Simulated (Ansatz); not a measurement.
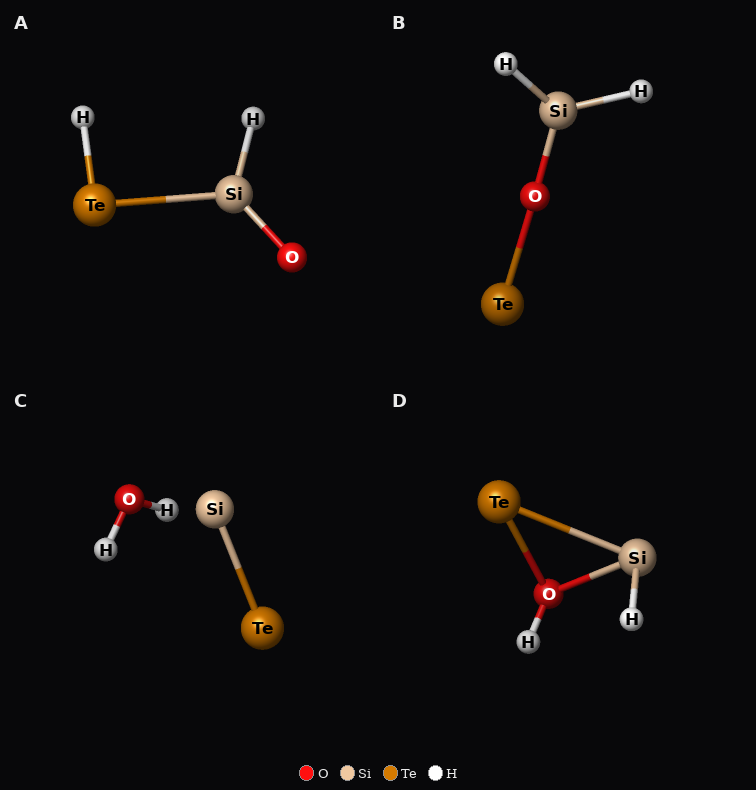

4 stationary structures of one formula. Geometries: PBE-D4/def2-SVP. Electronic energies: PBE-D4/def2-SVP (Ansatz 0.2.0), without zero-point energy. No frequency run is at hand to confirm each as a minimum.

> Rank them by energy, lowest first.

A is lowest (Cs); C lies 2.2 kcal/mol above it (Cs), D lies 30.4 kcal/mol above it (C1), B lies 41.6 kcal/mol above it.
